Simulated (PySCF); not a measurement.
## Electronic structure of H3Hg···H2O (charge −1) in real space

```yaml
atoms:
  - { symbol: Hg, position_ang: [0.1010, 0.0977, 0.3692] }
  - { symbol: H, position_ang: [1.4527, 0.2255, 1.4638] }
  - { symbol: H, position_ang: [-1.6052, 0.4124, 0.8303] }
  - { symbol: H, position_ang: [0.2534, -0.3700, -1.3602] }
  - { symbol: O, position_ang: [-2.0636, 1.2972, -1.9967] }
  - { symbol: H, position_ang: [-2.2519, 1.1336, -1.0595] }
  - { symbol: H, position_ang: [-1.2784, 0.7314, -2.0825] }
```

Core potentials replace the inner electrons of Hg.

Method: RKS PBE0, Hg def2-SVP with ECP60, H def2-SVP, O def2-SVP; non-relativistic Hamiltonian with scalar-relativistic core potentials where named; density fitting in PySCF 2.14.0.

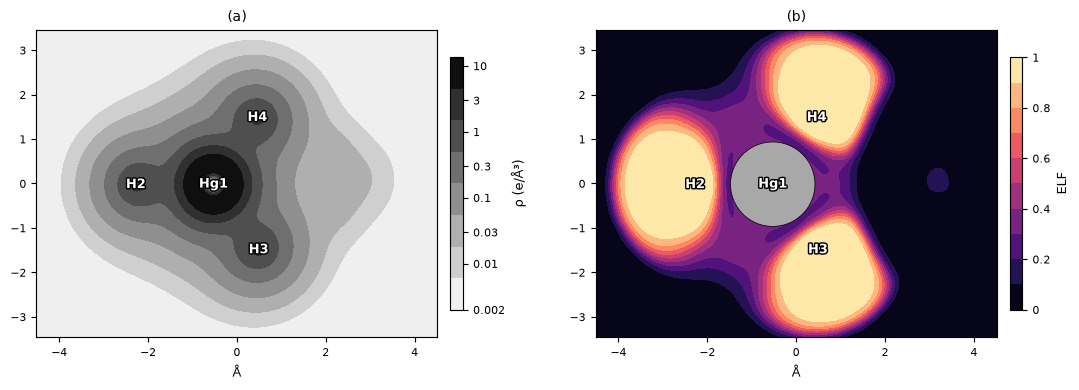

Figure 1. (a) electron density; (b) ELF on the plane of atoms H2, Hg1 and H3. Grey discs cover the atomic cores in the ELF map.

**Read the bonding off the picture.**

Atoms in the plane: Hg and H. Hg–H (1.74 Å): the density is about 1.5 e/Å³ at the midpoint; the ELF climbs to about 1 towards the hydrogen.

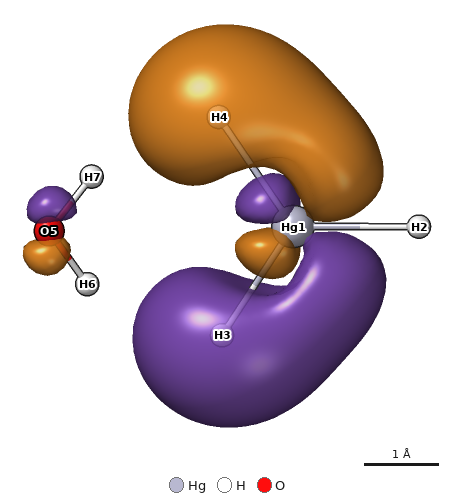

Figure 2. The HOMO at ±0.1 Å⁻³ᐟ² (orange and purple are the two phases), seen across its widest extent.

**Where does this orbital lie, and at what energy?**

Its weight (Hirshfeld) is mainly on Hg1 (about 40 %), H4 (about 30 %) and H3 (about 30 %). Its energy is −1.35 eV.

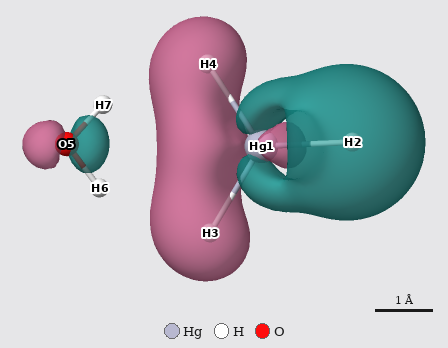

Figure 3. The HOMO−1 at ±0.1 Å⁻³ᐟ² (teal and pink are the two phases), seen across its widest extent.

**Describe this orbital and give its energy.**

By Hirshfeld shares it lies mainly on Hg1 (about 35 %), H2 (about 35 %), H3 (about 10 %) and H4 (about 10 %). Its energy is −1.69 eV.
